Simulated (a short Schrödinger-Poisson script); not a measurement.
Stack: MOS inversion layer, HfO2 on p-type Si(111), at 300 K.

| layer | material | thickness (nm) | Na (cm⁻³) |
|---|---|---|---|
| 1 | HfO2 | 12 | - |
| 2 | Si | 1400 | 9.5e16 |

Constants are typed, rounded textbook-type inputs, not results; the design itself was drawn at random and stands for no fabricated device. HfO2: permittivity 22, conduction-band edge (eV) 1.55, gap (eV) 5.7, electron mass (mₑ) 0.2. Si: permittivity 11.7, conduction-band edge (eV) 0, gap (eV) 1.124, Nv at 300 K (cm⁻³) 3.1e19.

Channel valleys (confinement mass, in-plane density-of-states mass, number): Δ6 0.258, 0.358, 6. At the gate the conduction-band edge of layer 1 lies 1.57 eV − eVg above the Fermi level of the channel; the field vanishes at the back. Gaps are held at their typed values at every temperature. Mesh 0.03 nm at interfaces.

From a short Schrödinger-Poisson script (our own, NumPy): 1D Poisson equation in equilibrium, electrons quantum, Hartree (BenDaniel-Duke, 12 states a valley, the channel's in-plane mass for all, wave functions ending at the dielectric), parabolic valleys, classical holes, full ionisation, no traps, pinning or gate leakage.

Only gate voltages with over 1e8 electrons/cm² are shown.

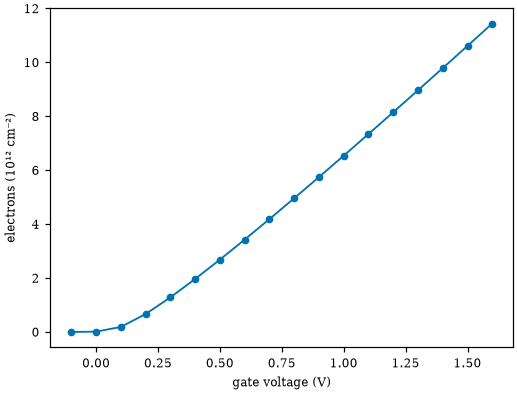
Sheet density against gate voltage

| Vg (V) | electrons (cm⁻²) | C (μF/cm²) | Δ6 E0 (meV) | Δ6 E1 (meV) |
|---|---|---|---|---|
| -0.1 | 4.06e8 | 0.0994 | 287.0 | 340.3 |
| 0.1 | 1.87e11 | 0.603 | 127.5 | 186.4 |
| 0.3 | 1.28e12 | 1.06 | 76.4 | 143.8 |
| 0.5 | 2.68e12 | 1.17 | 56.0 | 131.4 |
| 0.7 | 4.19e12 | 1.23 | 43.3 | 125.8 |
| 0.9 | 5.75e12 | 1.27 | 34.0 | 122.8 |
| 1.1 | 7.34e12 | 1.29 | 26.6 | 121.1 |
| 1.3 | 8.97e12 | 1.31 | 20.3 | 120.2 |
| 1.5 | 1.06e13 | 1.33 | 14.9 | - |

Subbands count from the Fermi level; a dash marks a level above the dielectric's band edge.
